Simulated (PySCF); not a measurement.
**C₃H₁₁ClSi₃: electronic excitations**

What electronic excitations should C₃H₁₁ClSi₃ (`[SiH3]/C=C(/Cl)[SiH2]C[SiH3]`) show?

The runs use PySCF 2.14.0, with density-fitted response routines of our own; the level of theory stands in each step. All values are computed, except where a source is named. Atoms count from 0, in the outputs and in this text.

## Step 1: The molecule as given

18 atoms, charge 0, multiplicity 1; geometry from: GFN2-xTB.

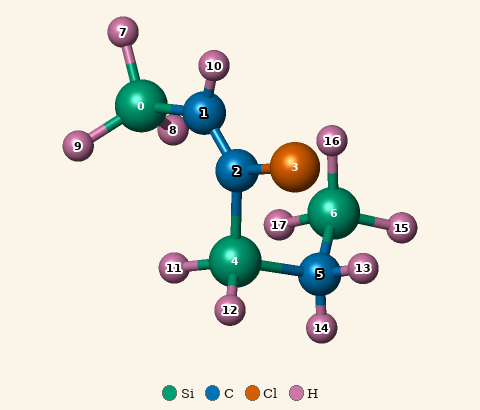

The starting geometry (silicon teal, carbon blue, chlorine orange, hydrogen pink), atoms numbered.

## Step 2: TDDFT and polarisability: B3LYP/def2-SVPD

The job: settings as JSON, then the geometry in Å.

```
{"job": {"kind": "uv", "xc": "B3LYP", "basis": "def2-SVPD", "nstates": 8, "ntriplets": 3}, "charge": 0, "multiplicity": 1}
Si    -2.072276     1.627371    -0.409602
C     -1.882087     0.006951     0.525197
C     -1.128212    -1.013460     0.143677
Cl    -1.057861    -2.442515     1.157382
Si    -0.003379    -1.217838    -1.364653
C      1.790271    -1.049514    -0.766186
Si     2.243880     0.636832    -0.014645
H     -2.884976     2.511946     0.431001
H     -0.769590     2.249423    -0.653019
H     -2.767847     1.400498    -1.679362
H     -2.439171    -0.079544     1.452475
H     -0.341729    -0.196744    -2.360975
H     -0.253316    -2.559671    -1.905322
H      1.984557    -1.824996    -0.024534
H      2.457327    -1.257954    -1.602343
H      3.637797     0.600664     0.441742
H      1.371823     0.935405     1.122628
H      2.106030     1.679464    -1.034635
```

Method: TDDFT B3LYP/def2-SVPD, vertical, gas phase, core orbitals frozen in the response.

Command:

```
$ OMP_NUM_THREADS=1 python probes_run.py task.json out
```

The driver reads the jobs from task.json and runs them one after another.

What will the session give for the following? lowest singlet (B3LYP/def2-SVPD); lowest triplet; surface potential, least and greatest. Wanted: lowest singlet; lowest triplet; surface potential, least and greatest.

As calculated:

| quantity | value |
| --- | --- |
| lowest singlet (B3LYP/def2-SVPD) | 5.58 eV (222 nm), f = 0.200 |
| lowest triplet | 3.78 eV |
| surface potential, least and greatest | -0.53 V and 1.10 V |

**Reading.** The first singlet state (HOMO→LUMO 0.94) lies at 5.58 eV and is bright. The lowest triplet lies 1.80 eV below the lowest singlet (triplets in Tamm-Dancoff, singlets in full TDDFT). At B3LYP/def2-SVPD, counted by nearest atom on the grid, the HOMO lies on C1 31 %; Cl3 31 %, the LUMO on C1, C2 about 28 % each; H10 9 %.
